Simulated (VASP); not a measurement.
**CuRh2S4 (Cuprorhodsite) with PBEsol: from relaxation to properties**

How well does PBEsol reproduce what experiment finds for CuRh2S4 (Cuprorhodsite)? The cell is relaxed first, and properties follow on it. The steps: relaxing cell and atoms (PBEsol), second relaxation, single point with fields (PBEsol), band structure (PBEsol), density of states (PBEsol), core levels (PBEsol), field gradients at the nuclei (PBEsol), volume scan with PBEsol and fit for PBEsol. The start is a cell from a database of measured crystal structures.

Main program and level: VASP 6.6.1; PBEsol, no spin polarisation; plane waves and PAW (Cu, Rh_pv, S).

**Measured values to reproduce.**

“Electronic Structure of Cu(1-x)NixRh2S4 and CuRh2Se4: Band Structure Calculations, X-ray Photoemission and Fluorescence Measurements” (1999, arxiv:cond-mat/9906209) reports for CuRh2S4, cubic spinel, by X-ray diffraction (sintered powder, solid-state reaction at 850 C): lattice constant a (cubic lattice constant, x = 0) 9.79 Å [sintered powder; temperature of diffraction measurement not stated].

Most raw output is cut from this account.

**1. Starting point**

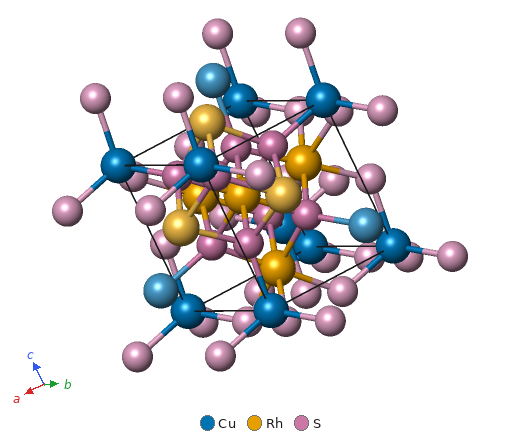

Start, viewed slightly off an axis; copper blue, rhodium orange, sulfur pink. Some periodic images of atoms are drawn too.

Structure file:

```xyz
14
Lattice="0.0000 4.8955 4.8955 4.8955 0.0000 4.8955 4.8955 4.8955 0.0000" Properties=species:S:1:pos:R:3 pbc="T T T"
Cu    0.0000    0.0000    0.0000
Cu    2.4478    2.4478    2.4478
Rh    6.1194    6.1194    6.1194
Rh    6.1194    3.6716    3.6716
Rh    3.6716    3.6716    6.1194
Rh    3.6716    6.1194    3.6716
S     3.7597    3.7597    3.7597
S     8.4790    6.2075    6.2075
S     6.0313    6.0313    3.7597
S     6.2075    8.4790    6.2075
S     3.7597    6.0313    6.0313
S     8.4790    8.4790    8.4790
S     6.0313    3.7597    6.0313
S     6.2075    6.2075    8.4790
```

**2. Relaxing cell and atoms (PBEsol)**

The start need not lie at this functional's minimum. ISIF = 3 frees volume, shape and positions, and EDIFFG sets the threshold on forces and stress at which the search stops. PBEsol restores the gradient expansion of exchange and is tuned for the cells of solids.

File INCAR:

```
SYSTEM = CuRh2S4
PREC = Accurate
ENCUT = 400
EDIFF = 1E-06
NELM = 100
ISMEAR = 0
SIGMA = 0.05
LREAL = .FALSE.
ALGO = Normal
GGA = PS
NBANDS = 80
LASPH = .TRUE.
LORBIT = 11
LWAVE = .FALSE.
LCHARG = .FALSE.
KPAR = 8
IBRION = 2
NSW = 60
ISIF = 3
EDIFFG = -0.01
```

File POSCAR:

```
CuRh2S4
1.0
    0.0000000000      4.8955000000      4.8955000000
    4.8955000000      0.0000000000      4.8955000000
    4.8955000000      4.8955000000      0.0000000000
Cu Rh S
2 4 8
Direct
    0.0000000000      0.0000000000      0.0000000000
    0.2500000000      0.2500000000      0.2500000000
    0.6250000000      0.6250000000      0.6250000000
    0.1250000000      0.6250000000      0.6250000000
    0.6250000000      0.6250000000      0.1250000000
    0.6250000000      0.1250000000      0.6250000000
    0.3840000000      0.3840000000      0.3840000000
    0.4020000000      0.8660000000      0.8660000000
    0.3840000000      0.3840000000      0.8480000000
    0.8660000000      0.4020000000      0.8660000000
    0.8480000000      0.3840000000      0.3840000000
    0.8660000000      0.8660000000      0.8660000000
    0.3840000000      0.8480000000      0.3840000000
    0.8660000000      0.8660000000      0.4020000000
```

File KPOINTS:

```
Automatic mesh
0
Gamma
4 4 4
0 0 0
```

Potentials, in the order of the species: Cu, Rh_pv and S (PBE family, release 64).

Started as:

```sh
$ mpirun -np 8 vasp_std
```

The job ended after 2.2 min (8 MPI ranks of Intel Xeon 6975P-C (Granite Rapids), shared host; peak memory 3.4 GiB; 17 min of CPU time).

This run has no spin polarisation, although Cu and Rh can carry a moment. The k-mesh is coarse for a metal. The PAW data sets were made with PBE, which is usual practice but a small mismatch for other functionals. The run keeps the 48 symmetry operations of its start, so it cannot find a distortion of lower symmetry.

Relaxation path:

```csv
step,energy less that of the first step (eV),largest force (eV/Å),pressure (GPa),volume (Å³)
1,0.0000,0.1794,-3.33,234.65
2,0.0427,0.4211,4.72,223.01
3,-0.0584,0.0662,-0.08,229.51
4,-0.0584,0.0715,-0.03,229.41
5,-0.0596,0.0271,0.02,229.13
6,-0.0597,0.0006,0.07,228.96
```

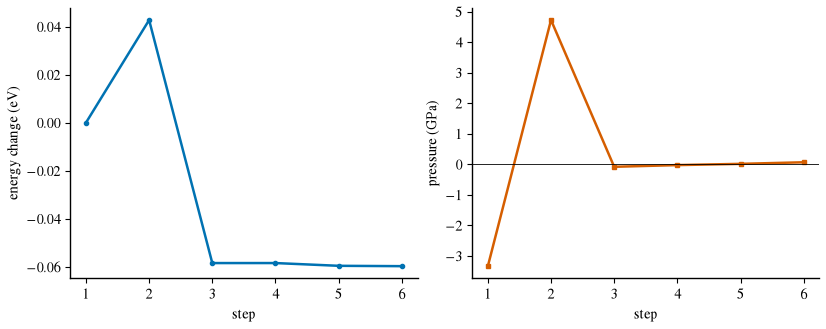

Energy and pressure along the relaxation.

```csv
"conventional cell, symmetrised",before,after,change
a (Å),9.791,9.711,-0.8 %
b (Å),9.791,9.711,-0.8 %
c (Å),9.791,9.711,-0.8 %
volume (Å³/atom),16.76,16.35,-2.4 %
```

The relaxed structure:

```xyz
14
Lattice="0.0000 4.8556 4.8556 4.8556 0.0000 4.8556 4.8556 4.8556 0.0000" Properties=species:S:1:pos:R:3 pbc="T T T"
Cu    0.0000    0.0000    0.0000
Cu    2.4278    2.4278    2.4278
Rh    6.0695    6.0695    6.0695
Rh    6.0695    3.6417    3.6417
Rh    3.6417    3.6417    6.0695
Rh    3.6417    6.0695    3.6417
S     3.7285    3.7285    3.7285
S     8.4104    6.1563    6.1563
S     5.9826    5.9826    3.7285
S     6.1563    8.4104    6.1563
S     3.7285    5.9826    5.9826
S     8.4104    8.4104    8.4104
S     5.9826    3.7285    5.9826
S     6.1563    6.1563    8.4104
```

Numbers from this step:

* electrons: 130
* bands: 80
* irreducible k-points: 8
* symmetry operations: 48
* free energy (TOTEN): -83.4479 eV
* energy at zero smearing: -83.4396 eV
* Fermi energy: 7.042 eV
* pressure: 0.06668 GPa
* metallic: yes
* SCF cycles over all ionic steps: 64

It ends with a largest force of 0.001 eV/Å and a pressure of 0.07 GPa. The volume lies -2.4 % from that of the database's start, which holds the thermal and zero-point expansion of its experiment.

**3. Second relaxation**

A relaxation keeps the plane waves of the cell it began with, so it is repeated from the new cell, on a basis made for it.

INCAR is that of step 2.

File POSCAR:

```
CuRh2S4
1.0
    0.0000000000      4.8555710460      4.8555710460
    4.8555710460      0.0000000000      4.8555710460
    4.8555710460      4.8555710460      0.0000000000
Cu Rh S
2 4 8
Direct
    0.0000000000      0.0000000000      0.0000000000
    0.2500000000      0.2500000000      0.2500000000
    0.6250000000      0.6250000000      0.6250000000
    0.1250000000      0.6250000000      0.6250000000
    0.6250000000      0.6250000000      0.1250000000
    0.6250000000      0.1250000000      0.6250000000
    0.3839428768      0.3839428768      0.3839428768
    0.4018286304      0.8660571232      0.8660571232
    0.3839428768      0.3839428768      0.8481713696
    0.8660571232      0.4018286304      0.8660571232
    0.8481713696      0.3839428768      0.3839428768
    0.8660571232      0.8660571232      0.8660571232
    0.3839428768      0.8481713696      0.3839428768
    0.8660571232      0.8660571232      0.4018286304
```

KPOINTS is that of step 2.

Started as:

```sh
$ mpirun -np 8 vasp_std
```

Wall time 35 s (8 MPI ranks); peak memory 3.1 GiB; 4.4 min of CPU time.

Little changed from the start: no atom moved by 0.005 Å and no cell edge by 0.1 %.

This step gave:

| Property | Result |
| --- | --- |
| free energy (TOTEN) | -83.4339 eV |
| energy at zero smearing | -83.4256 eV |
| pressure | 0.03917 GPa |
| SCF cycles over all ionic steps | 22 |

It ends with forces under 0.001 eV/Å and a pressure of 0.04 GPa. The volume moved by under 0.01 %: the run met its threshold at the first step.

**4. Single point with fields (PBEsol)**

The relaxed cell gets a fresh self-consistent run, on a basis set for its own volume, to fix the density and to check the remaining stress.

Changes to INCAR since step 3:

```diff
@@ -14,7 +14,5 @@
 LWAVE = .FALSE.
-LCHARG = .FALSE.
-KPAR = 8
-IBRION = 2
-NSW = 60
-ISIF = 3
-EDIFFG = -0.01
+LCHARG = .TRUE.
+ISIF = 2
+LELF = .TRUE.
+LVHAR = .TRUE.
```

POSCAR is that of step 3.

KPOINTS is that of step 3.

Started as:

```sh
$ mpirun -np 8 vasp_std
```

Run time: 32 s. Hardware: 8 MPI ranks; peak memory 1.3 GiB; 4.1 min of CPU time.

Numbers from this step:

```yaml
scf_cycles: 22
```

Valence electrons inside each PAW sphere by angular momentum. Sphere charges, by row:

```csv
atom,s (e),p (e),d (e),tot (e)
Cu1,0.419,0.446,9.168,10.03
Cu2,0.419,0.446,9.168,10.03
Rh3,0.389,6.353,7.174,13.92
Rh4,0.389,6.353,7.174,13.92
Rh5,0.389,6.353,7.174,13.92
Rh6,0.389,6.353,7.174,13.92
S7,1.328,2.319,0,3.646
S8,1.328,2.319,0,3.646
S9,1.328,2.319,0,3.646
S10,1.328,2.319,0,3.646
S11,1.328,2.319,0,3.646
S12,1.328,2.319,0,3.646
S13,1.328,2.319,0,3.646
S14,1.328,2.319,0,3.646
```

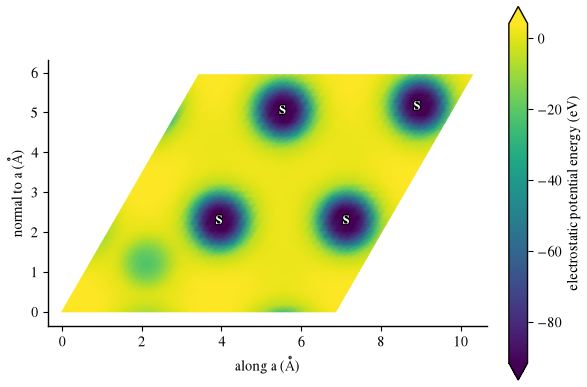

Electrostatic potential energy in the ac plane at fractional y = 0.384, with atoms of S within 0.2 Å of it. With pseudopotentials it is smooth inside the atoms' cores, unlike the true potential.

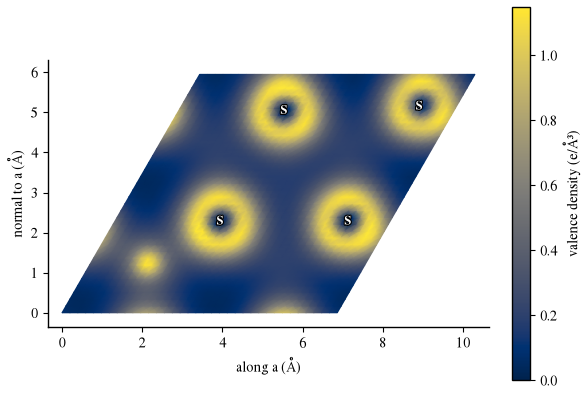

Valence density in the ac plane at fractional y = 0.384, with atoms of S within 0.2 Å of it. It is the smooth field of the valence electrons, not physical close to the nuclei.

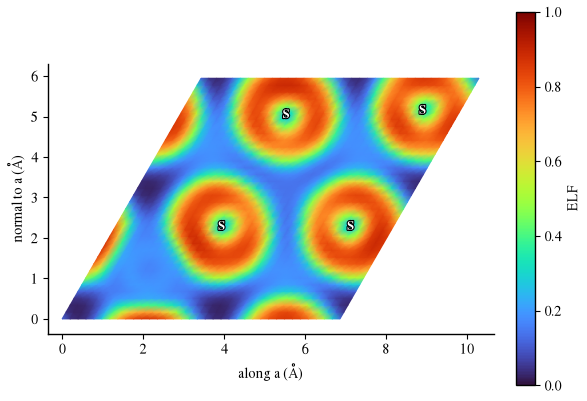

ELF in the ac plane at fractional y = 0.384, with atoms of S within 0.2 Å of it. It is the smooth field of the valence electrons, not physical close to the nuclei.

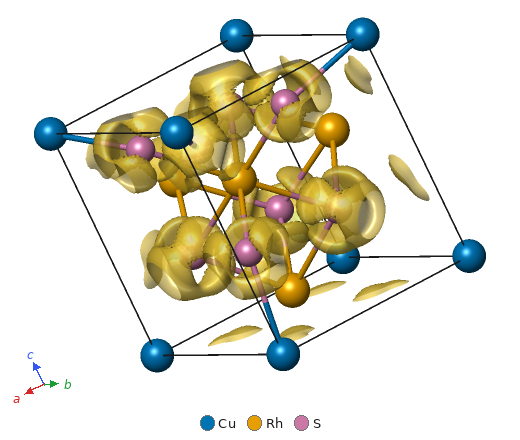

Surface of ELF = 0.82. Bonds to atoms that aren't drawn are left out.

In this run the pressure is 0.04 GPa, small enough to go on.

**5. Band structure (PBEsol)**

The mesh alone shows little of the dispersion and can miss band extrema, so KPOINTS_OPT adds a path through the symmetry points after the self-consistent cycle.

File INCAR:

```
SYSTEM = CuRh2S4
PREC = Accurate
ENCUT = 400
EDIFF = 1E-06
NELM = 100
ISMEAR = 0
SIGMA = 0.05
LREAL = .FALSE.
ALGO = Normal
GGA = PS
NBANDS = 98
LASPH = .TRUE.
LORBIT = 11
LWAVE = .FALSE.
LCHARG = .FALSE.
KPAR = 8
```

POSCAR is that of step 4.

KPOINTS is that of step 4.

File KPOINTS_OPT:

```
Line mode
12
Line-mode
Reciprocal
  0.00000000   0.00000000   0.00000000 GAMMA
  0.50000000   0.00000000   0.50000000 X

  0.50000000   0.00000000   0.50000000 X
  0.50000000   0.25000000   0.75000000 W

  0.50000000   0.25000000   0.75000000 W
  0.37500000   0.37500000   0.75000000 K

  0.37500000   0.37500000   0.75000000 K
  0.00000000   0.00000000   0.00000000 GAMMA

  0.00000000   0.00000000   0.00000000 GAMMA
  0.50000000   0.50000000   0.50000000 L

  0.50000000   0.50000000   0.50000000 L
  0.62500000   0.25000000   0.62500000 U

  0.62500000   0.25000000   0.62500000 U
  0.50000000   0.25000000   0.75000000 W

  0.50000000   0.25000000   0.75000000 W
  0.50000000   0.50000000   0.50000000 L

  0.50000000   0.50000000   0.50000000 L
  0.37500000   0.37500000   0.75000000 K

  0.62500000   0.25000000   0.62500000 U
  0.50000000   0.00000000   0.50000000 X
```

Started as:

```sh
$ mpirun -np 8 vasp_std
```

Wall time 3.3 min (8 MPI ranks); peak memory 3.7 GiB; 26 min of CPU time.

Spin-orbit coupling is off here; it would split degenerate levels.

Numbers from this step:

```
SCF cycles   : 18
bands        : 98
Fermi energy : 7.043 eV
pressure     : -0.005488 GPa
```

Electronic bands along the path, in eV, zero at the Fermi level; # counts the bands kept:

```csv
point,#42,#43,#44,#45,#46,#47,#48,#49
Γ,-1.13,-1.13,-0.12,-0.12,-0.12,2.63,2.63,2.63
X,-0.43,-0.25,-0.25,0.05,0.05,0.93,0.93,0.97
W,-0.70,-0.27,-0.27,0.04,0.04,1.10,1.10,1.49
K,-0.49,-0.38,-0.31,-0.13,0.14,1.01,1.16,1.35
Γ,-1.13,-1.13,-0.12,-0.12,-0.12,2.63,2.63,2.63
L,-0.53,-0.53,-0.43,-0.39,-0.39,1.66,1.83,1.83
U,-0.49,-0.38,-0.31,-0.13,0.14,1.01,1.16,1.35
W,-0.70,-0.27,-0.27,0.04,0.04,1.10,1.10,1.49
L,-0.53,-0.53,-0.43,-0.39,-0.39,1.66,1.83,1.83
K,-0.49,-0.38,-0.31,-0.13,0.14,1.01,1.16,1.35
jump to U,-0.49,-0.38,-0.31,-0.13,0.14,1.01,1.16,1.35
X,-0.43,-0.25,-0.25,0.05,0.05,0.93,0.93,0.97
```

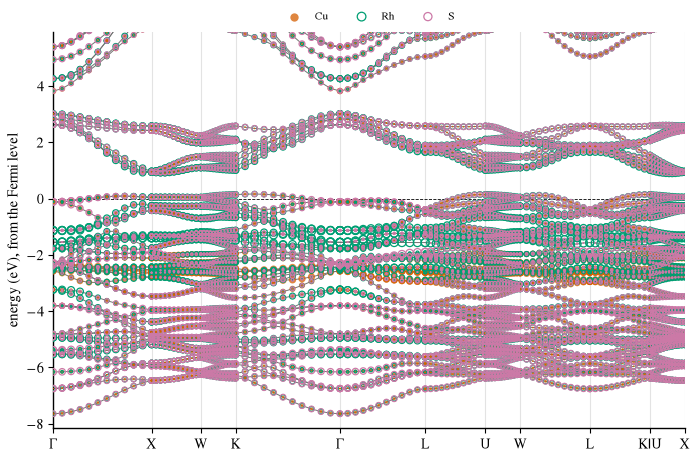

Electronic bands along the path; dots are coloured as in the legend, and their area grows with the weight.

There is no gap at this level.

**6. Density of states (PBEsol)**

A density of states needs more k-points than a total energy; ISMEAR = -5 takes tetrahedra, and LORBIT projects the states on the PAW spheres. The mesh is finer than in the run before.

Changes to INCAR since step 5:

```diff
@@ -5,3 +5,3 @@
 NELM = 100
-ISMEAR = 0
+ISMEAR = -5
 SIGMA = 0.05
@@ -16 +16,2 @@
 KPAR = 8
+NEDOS = 2001
```

POSCAR is that of step 5.

File KPOINTS:

```
Automatic mesh
0
Gamma
5 5 5
0 0 0
```

Started as:

```sh
$ mpirun -np 8 vasp_std
```

It took 41 s on 8 MPI ranks; peak memory 3.1 GiB.

With tetrahedra the forces and stress of a metal are not exact derivatives of the energy.

Numbers from this step:

```yaml
irreducible_k_points: 10
free_energy_toten: -83.4488 eV
fermi_energy: 7.010 eV
pressure: -0.03870 GPa
dos_at_the_fermi_level: 9.335 states/eV/cell
```

The density of states has structure finer than the step of the table below, so its rows give means over 1 eV, whole bins alone (the curve runs from -12.0 to 2.39 eV). Peaks (eV: height): total -5.0: 30.1, -2.5: 47.2, -2.1: 25.0, -1.4: 25.6; Rh d -5.0: 13.8, -2.5: 13.0, -1.5: 11.1, -1.4: 17.2; Cu d -2.5: 27.7, -2.1: 10.1; S p -6.0: 4.46, -5.5: 6.31, -5.1: 8.16, -4.0: 5.09; Rh p -5.4: 0.497, -4.5: 0.418, -4.0: 0.516, -2.1: 0.440.

States under -12.0 eV and over 2.4 eV are left out. The density of states by energy, zero at the Fermi level; means over each step; 7 of 9 lines; values in states/eV/cell:

```csv
energy (eV),total,Rh d,Cu d,S p,Rh p,S s,Cu p
-9,0,0,0,0,0,0,0
-8,0.0112,0.00182,4.5e-5,0.00312,7.5e-6,1.1e-4,3.2e-5
-7,1.92,0.347,0.0272,0.550,0.0150,0.0244,0.0225
-6,12.0,2.72,0.400,3.55,0.150,0.108,0.100
-5,15.3,5.11,1.08,4.32,0.203,0.0755,0.109
-4,10.7,1.99,1.98,2.99,0.293,0.0484,0.0863
-3,13.5,3.17,6.43,1.44,0.108,0.0534,0.0337
-2,17.8,5.46,6.46,2.30,0.239,0.162,0.149
-1,14.2,7.88,1.32,1.98,0.204,0.0921,0.218
0,6.51,2.14,0.819,2.00,0.178,0.0306,0.0892
1,2.49,1.06,0.129,0.446,0.0140,0.111,0.0262
```

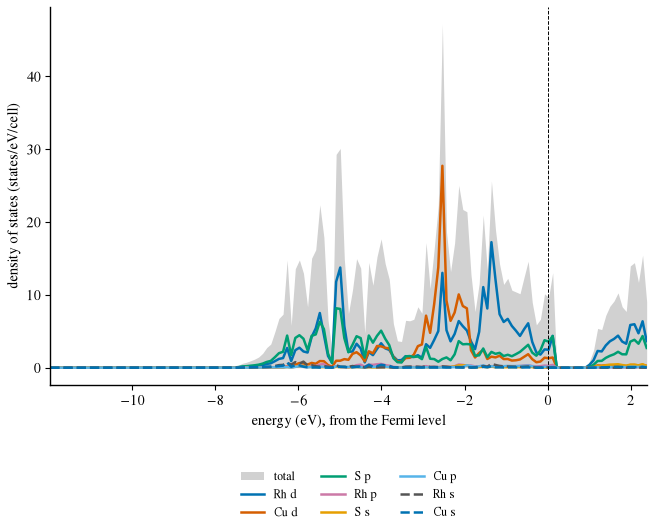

Density of states, plotted against energy.

The finer mesh and the other smearing move the Fermi level by -0.03 eV from the 4×4×4 run, a small shift, which tests the Fermi level alone. Of the states within 0.3 eV of the Fermi level, the largest shares in the PAW spheres are S p 35 %, Rh d 29 % and Cu d 12 %. The rest lies in smaller channels or between the spheres.

**7. Core levels (PBEsol)**

Core levels shift with the potential at each site, so they tell like atoms on unlike sites apart.

File INCAR:

```
SYSTEM = CuRh2S4
PREC = Accurate
ENCUT = 400
EDIFF = 1E-06
NELM = 100
ISMEAR = 0
SIGMA = 0.05
LREAL = .FALSE.
ALGO = Normal
GGA = PS
NBANDS = 80
LASPH = .TRUE.
LORBIT = 11
LWAVE = .FALSE.
LCHARG = .FALSE.
KPAR = 8
ICORELEVEL = 1
```

POSCAR is that of step 6.

File KPOINTS:

```
Automatic mesh
0
Gamma
4 4 4
0 0 0
```

Started as:

```sh
$ mpirun -np 8 vasp_std
```

Wall time 34 s (8 MPI ranks); peak memory 3 GiB; 4.3 min of CPU time.

These are scalar-relativistic Kohn-Sham levels of the ground state, with no core hole, so they are not binding energies.

Numbers from this step:

* SCF cycles: 22
* bands: 80
* irreducible k-points: 8
* free energy (TOTEN): -83.4339 eV
* Fermi energy: 7.042 eV
* pressure: 0.03917 GPa

Kohn-Sham core levels. Core levels, by row, the first 40 of 62 rows:

```csv
atom,shell,level below the Fermi level (eV)
Cu1,1s,8849
Cu1,2s,1061
Cu1,2p,915.6
Cu1,3s,112.6
Cu1,3p,69.98
Cu2,1s,8849
Cu2,2s,1061
Cu2,2p,915.6
Cu2,3s,112.6
Cu2,3p,69.98
Rh3,1s,23031
Rh3,2s,3336
Rh3,2p,2989
Rh3,3s,593.4
Rh3,3p,479.4
Rh3,3d,297.2
Rh3,4s,78.77
Rh4,1s,23031
Rh4,2s,3336
Rh4,2p,2989
Rh4,3s,593.4
Rh4,3p,479.4
Rh4,3d,297.2
Rh4,4s,78.77
Rh5,1s,23031
Rh5,2s,3336
Rh5,2p,2989
Rh5,3s,593.4
Rh5,3p,479.4
Rh5,3d,297.2
Rh5,4s,78.77
Rh6,1s,23031
Rh6,2s,3336
Rh6,2p,2989
Rh6,3s,593.4
Rh6,3p,479.4
Rh6,3d,297.2
Rh6,4s,78.77
S7,1s,2400
S7,2s,206.3
```

Atoms of one element give levels within 0.1 eV of each other.

**8. Field gradients at the nuclei (PBEsol)**

Field gradients probe how far the charge around each nucleus departs from cubic symmetry; LASPH keeps the non-spherical terms inside the spheres.

Changes to INCAR since step 7:

```diff
@@ -3,3 +3,3 @@
 ENCUT = 400
-EDIFF = 1E-06
+EDIFF = 1E-07
 NELM = 100
@@ -16,2 +16,2 @@
 KPAR = 8
-ICORELEVEL = 1
+LEFG = .TRUE.
```

POSCAR is that of step 7.

KPOINTS is that of step 7.

Started as:

```sh
$ mpirun -np 8 vasp_std
```

Run time: 31 s. Hardware: 8 MPI ranks; peak memory 3.1 GiB.

This step gave:

| Item | Value |
| --- | --- |
| SCF cycles | 23 |
| Fermi energy | 7.043 eV |
| pressure | 0.02685 GPa |

Electric field gradients, by row:

```csv
atom,Vxx (V/Å²),Vyy (V/Å²),Vzz (V/Å²),asymmetry
Cu1,0.002,0.002,-0.003,-
Cu2,0.002,0.002,-0.003,-
Rh3,23.36,23.36,-46.72,0
Rh4,23.36,23.35,-46.71,0
Rh5,23.36,23.35,-46.71,0
Rh6,23.36,23.35,-46.71,0
S7,4.182,4.182,-8.364,0
S8,4.183,4.182,-8.364,0
S9,4.183,4.182,-8.364,0
S10,4.183,4.182,-8.364,0
S11,4.183,4.182,-8.364,0
S12,4.182,4.182,-8.364,0
S13,4.183,4.182,-8.364,0
S14,4.183,4.182,-8.364,0
```

The largest gradient, -46.72 V/Å², sits on Rh3 and like sites; the stable nuclei of Rh have no quadrupole moment in their ground state, so NMR and NQR don't see it.

(Part 1 of 2 ends here.)

[Lines on the potential files, build, host, timing and source positions are cut from VASP's logs without a mark.]

[Logs are printed without paths, hosts, clocks, repeated set-up lines and the standing remarks that a program may print on its own settings, such as how far it seeks lower states.]

[Hosts, paths, dates, database ids (printed as entryN), source tags and the programs' standing remarks are cut or masked in the printed files.]

[A measured line is paired with the nearest computed mode of its activity, which favours agreement.]

[In band tables of VASP the shares of atoms and orbitals are scaled to a sum of 1 inside the atoms' spheres.]
